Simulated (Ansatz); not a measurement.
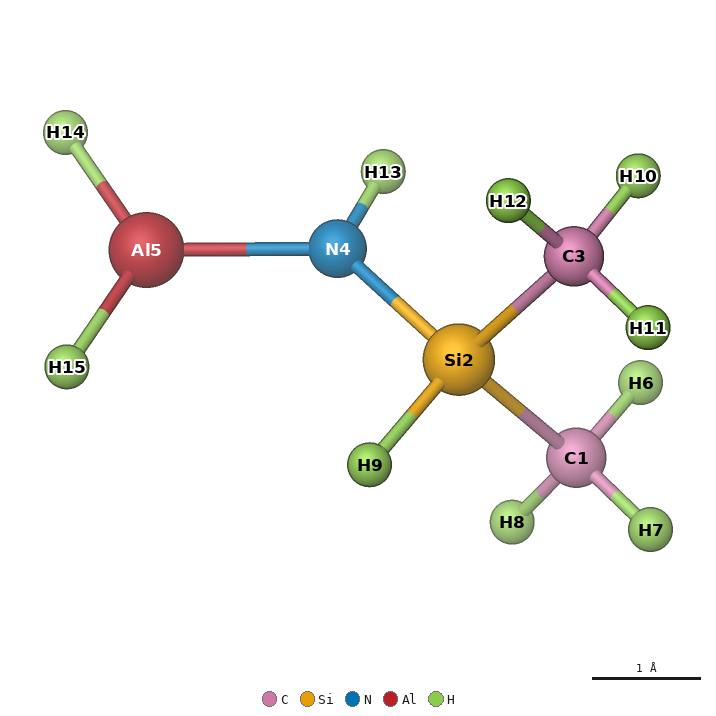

Orthographic view. Atoms fade into the background with distance from the viewer. Computed geometry: PBE0-D4/def2-TZVP optimisation. No frequency run is at hand to confirm it as a minimum.

List the bonded neighbours of every atom.

C1: Si2, H6, H7, H8
Si2: C1, C3, N4, H9
C3: Si2, H10, H11, H12
N4: Si2, Al5, H13
Al5: N4, H14, H15
(terminal hydrogens appear only as neighbours)
